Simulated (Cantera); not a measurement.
Charge: 1 mol S, 0.033 mol SO₂, 26 mol N₂, 0.042 mol O₂, equilibrated at 36.0 Pa.

Equilibrium computed with Cantera from the NASA thermochemical tables; the gas is ideal and each condensed phase is pure. Candidate condensed phases: S; 32 gas species. Ions and electrons are included (thermal ionisation). Equilibrium is a limit: real reactors are often held back by kinetics, nucleation or transport.

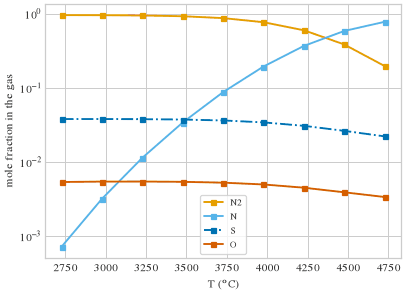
Fig. 1. Equilibrium gas composition (values under 1e-9 drawn at 1e-9)

From 2727 °C to 4727 °C nothing is condensed.
